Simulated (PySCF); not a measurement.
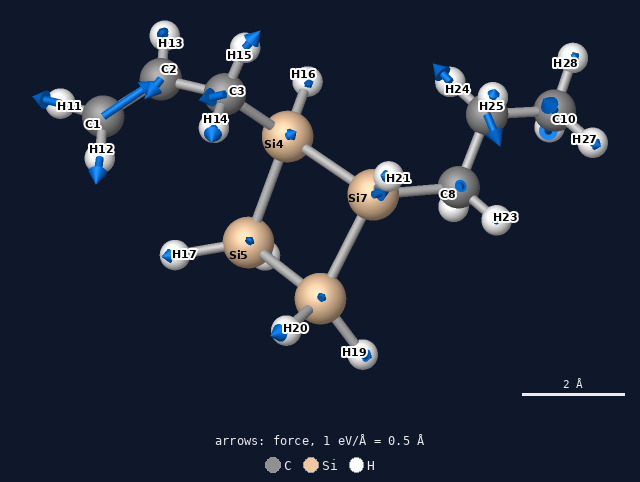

Starting geometry of C6H18Si4 with the computed forces as blue arrows. A ball-and-stick model, seen face on.

The start comes from GFN2-xTB. Its atoms were then displaced at random by about 0.01 Å.

Theory: PBE0-D3(BJ)/def2-SVP geometry optimisation, gas phase (PySCF 2.14.0, density-fitted response routines). 

What follows when this structure is relaxed?

Answer. It isn't relaxed: the largest force vector, on a C atom, is 2.51 eV/Å. The final displacements have little in common with the starting forces (cosine between the two patterns 0.02). An H atom moves most after the best rigid fit: 1.15 Å. Largest moves by element: H 1.15 Å, Si 0.53 Å, C 0.39 Å. Some distances before and after: H–Si 1.452 → 1.499 Å, C–H 1.057 → 1.093 Å, C–H 1.070 → 1.102 Å, H–Si 1.469 → 1.495 Å. Bond angles that change, for instance: C–Si–H 103.8° → 111.2°, H–Si–H 102.3° → 109.2°, C–Si–H 104.4° → 110.3°. Groups turn about Si–Si by about 20°, Si–Si by about 20°. After 16 geometry steps the energy has fallen by 37.9 kJ/mol. Cost: 17 min on 1 thread of Intel(R) Xeon(R) Platinum 8375C CPU @ 2.90GHz (shared host).
